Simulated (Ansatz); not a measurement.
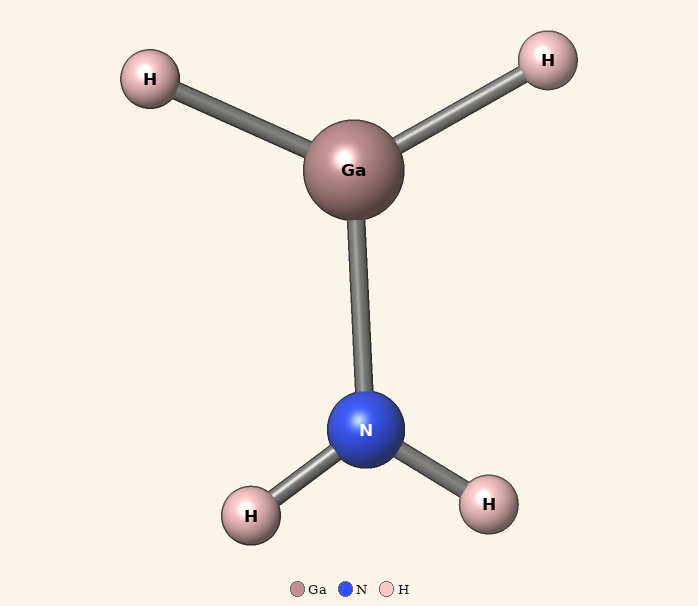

All atoms lie in one plane, which faces the viewer. The geometry was computed by an optimisation with PBE0-D4/def2-TZVP.

> Which symmetry elements does this geometry have?

It has 1 C2 axis and 2 mirror planes, so the point group is C2v. The group has 4 operations. The geometry is achiral, and symmetry allows a dipole moment.
